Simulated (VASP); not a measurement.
Band structure of SiC (zinc blende). These are HSEsol screened hybrid, VASP's PBE PAW potentials (set 64) (plane waves; VASP) values and carry that method's errors.

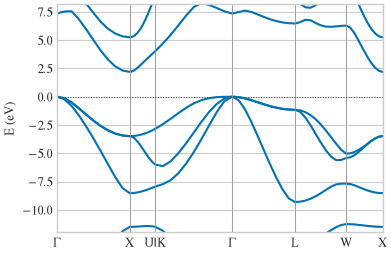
*Bands along high-symmetry lines, zero at the valence-band maximum or, without a gap, the Fermi level*

**Question.** Read the plot: is there a gap, and where are the band edges?

**Answer.** The gap is indirect, 2.19 eV, from the valence maximum at Γ to the conduction minimum at X.

Measured: gap 2.53 eV (computed value off by -0.34 eV), as given by Wei Chen et al., Physical Review Materials (2018), doi:10.1103/physrevmaterials.2.073803 [zero-point renormalisation of 0.11 eV added back (the table's ZPR column)].

The compound is SiC in the zinc blende structure. It was relaxed first. The cell's shape comes from a PBE relaxation.
